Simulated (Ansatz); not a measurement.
**PBE-QIDH/cc-pVDZ run of BSiN2H5 (SMILES N[SiH]1BN1)**

Aim: the electronic atomisation energy of BSiN2H5 at PBE-QIDH/cc-pVDZ, from 5 runs. 

The calculation is run with Ansatz 0.2.0.

61 further runs of the same task are left out: 61 set aside as unsound or not needed.

## Step 1: The molecule

BSiN2H5 has 9 atoms, charge 0, and is taken as a singlet. As SMILES, `N[SiH]1BN1`. The shape is that of a PBE0-D4/def2-TZVP optimisation. This is one conformer, not always the lowest.

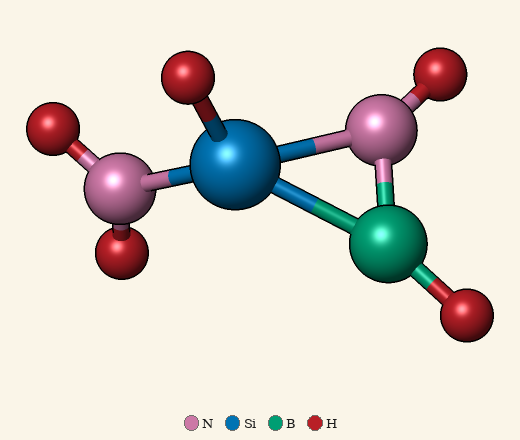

Viewed from a chosen angle; nitrogen pink, silicon blue, boron teal, hydrogen red.

## Step 2: A single-point energy at PBE-QIDH/cc-pVDZ

The input, molecule.yaml:

```yaml
crystal:
  periodic: [false, false, false]
  atoms:
    - {symbol: "N", position_ang: [-0.637800, 1.588100, 0.218200]}
    - {symbol: Si, position_ang: [0.258900, 0.175500, 0.530500]}
    - {symbol: B, position_ang: [-0.233900, -1.625800, 0.110200]}
    - {symbol: "N", position_ang: [0.650500, -0.971600, -0.738400]}
    - {symbol: H, position_ang: [-0.221300, 2.503300, 0.212900]}
    - {symbol: H, position_ang: [-1.561800, 1.577300, -0.177300]}
    - {symbol: H, position_ang: [1.441200, 0.620900, 1.305200]}
    - {symbol: H, position_ang: [-0.741300, -2.702400, 0.114400]}
    - {symbol: H, position_ang: [1.134000, -1.211600, -1.592900]}
basis:
  gaussian: {orbitals: cc-pVDZ}
hamiltonian: {xc: {name: PBE-QIDH}}
output: {orbitals: {seedname: orbitals}}
accuracy: high
correlation: {frozen_orbitals: {B: 1, H: 0, "N": 1, Si: 5}}
```

Run with:

```
ansatz run molecule.yaml --threads 1 --pin off --max-ram 3480MiB --events-out events.jsonl --progress --plain --runs-dir runs
```

The log of the run:

```text
Warning: RAYON_NUM_THREADS=1 ignored (pool sized by the plan → 1); use --threads N
Functional definition: PBE-QIDH
  name "PBE-QIDH"
  parameter a = 3^(-1/3)
  parameter c = 1/3
  exchange = (1 - a)*pbe_x + a*exact_x
  correlation = (1 - c)*pbe_c + c*(mp2_os + mp2_ss)
1994 factors; integrals over basis functions are off by at most 3.8e-9 eV
mean field evaluation 1: about -11594.2066 eV, gradient 4.7e1 eV
mean field evaluation 2: about -11594.2917 eV, gradient 4.7e1 eV
mean field evaluation 4: about -11598.7921 eV, gradient 3.9e0 eV
mean field evaluation 8: about -11598.8361 eV, gradient 3.3e-1 eV
mean field evaluation 16: about -11598.8364 eV, gradient 8.7e-5 eV
mean field -11598.83638058 eV, -426.2493750128 hartree, gradient 3.7e-8 eV, S^2 0.000000; 0 other end points of the search recorded, 0 dependent functions left out
8 core orbitals not correlated: weight in the atoms' cores, before any rotation towards them, 1.000 or more for the frozen orbitals, at most 0.000 for the correlated occupied ones
reference -11598.83638165 eV, -426.2493750520 hartree; 11, 11 occupied and 66, 66 virtual orbitals, 1994 factors
second order -15.95962181 eV of doubles, -0.00000000 eV of singles
Total energy: -11604.15625559 eV, -426.4448768132 hartree
```

Wall time 10 s (1 thread of Arm Neoverse V1, shared host); peak memory 0.28 GiB.

## Step 3: The B atom

The input, molecule.yaml:

```yaml
basis:
  gaussian:
    orbitals: cc-pVDZ
crystal:
  periodic: [false, false, false]
  atoms:
    - {symbol: B, position_ang: [0.000000, 0.000000, 0.000000]}
magnetization:
  spin_polarized: true
  initial_magnetization: 1
hamiltonian:
  xc: {name: PBE-QIDH}
correlation:
  frozen_orbitals: {B: 1}
accuracy: high
```

Run the same way, it converges to -24.60857 Eh (log not shown).

## Step 4: The H atom, same level

The input, run.yaml:

```yaml
crystal:
  periodic: [false, false, false]
  atoms:
    - {symbol: H, position_ang: [0.000000, 0.000000, 0.000000]}
basis:
  gaussian: {orbitals: cc-pVDZ}
magnetization: {spin_polarized: true, initial_magnetization: 1}
hamiltonian: {xc: {name: PBE-QIDH}}
correlation: {frozen_orbitals: {H: 0}}
accuracy: high
```

Run with:

```
ansatz run run.yaml --threads 1 --pin off --max-ram 3480MiB --events-out events.jsonl --progress --plain --runs-dir runs
```

The log of the run:

```text
Warning: RAYON_NUM_THREADS=1 ignored (pool sized by the plan → 1); use --threads N
[... 6 set-up lines as earlier in the session ...]
15 factors; integrals over basis functions are off by at most 4.6e-8 eV
mean field evaluation 1: about -13.6204 eV, gradient 1.2e0 eV
mean field evaluation 2: about -13.6204 eV, gradient 1.2e0 eV
mean field evaluation 4: about -13.6394 eV, gradient 2.8e-4 eV
mean field evaluation 8: about -13.6394 eV, gradient 1.6e-9 eV
mean field -13.63943543 eV, -0.5012400069 hartree, gradient 2.1e-9 eV, S^2 0.750000; 0 other end points of the search recorded, 0 dependent functions left out
reference -13.63943598 eV, -0.5012400272 hartree; 1, 0 occupied and 4, 5 virtual orbitals, 15 factors
second order 0.00000000 eV of doubles, -0.00000000 eV of singles
Total energy: -13.63943598 eV, -0.5012400272 hartree
```

Wall time 0.12 s (1 thread of Arm Neoverse V1, shared host).

## Step 5: The N atom at the same level

The input, run.yaml:

```yaml
crystal:
  periodic: [false, false, false]
  atoms:
    - {symbol: N, position_ang: [0.000000, 0.000000, 0.000000]}
basis:
  gaussian:
    orbitals: cc-pVDZ
magnetization:
  spin_polarized: true
  initial_magnetization: 3
hamiltonian:
  xc: {name: PBE-QIDH}
correlation:
  frozen_orbitals: {"N": 1}
accuracy: high
```

Run the same way, it converges to -54.52088 Eh (log not shown).

## Step 6: The Si atom at the same level

The input, molecule.yaml:

```yaml
crystal:
  periodic: [false, false, false]
  atoms:
    - {symbol: Si, position_ang: [0.000000, 0.000000, 0.000000]}
basis:
  gaussian: {orbitals: cc-pVDZ}
magnetization: {spin_polarized: true, initial_magnetization: 2}
hamiltonian: {xc: {name: PBE-QIDH}}
correlation: {frozen_orbitals: {Si: 5}}
accuracy: high
```

Run the same way, it converges to -289.15460 Eh (log not shown).

## Step 7: Outcome

At PBE-QIDH/cc-pVDZ, 8 core orbitals frozen:

| quantity | value |
| --- | --- |
| molecule: total energy | -426.44488 Eh |
| molecule: HOMO energy (SCF part's orbitals) | -8.28 eV |
| molecule: LUMO energy (SCF part's orbitals) | 2.14 eV |
| molecule: HOMO–LUMO gap (SCF part's orbitals) | 10.42 eV |
| B atom: total energy | -24.60857 Eh |
| B atom: ⟨S²⟩ | 0.755 |
| H atom: total energy | -0.50124 Eh |
| H atom: ⟨S²⟩ | 0.750 |
| N atom: total energy | -54.52088 Eh |
| N atom: ⟨S²⟩ | 3.753 |
| Si atom: total energy | -289.15460 Eh |
| Si atom: ⟨S²⟩ | 2.007 |
| electronic atomisation energy | 30.851 eV |

Taking the molecule apart into free atoms costs 30.85 eV (711 kcal/mol), before zero-point energy and without spin-orbit coupling.
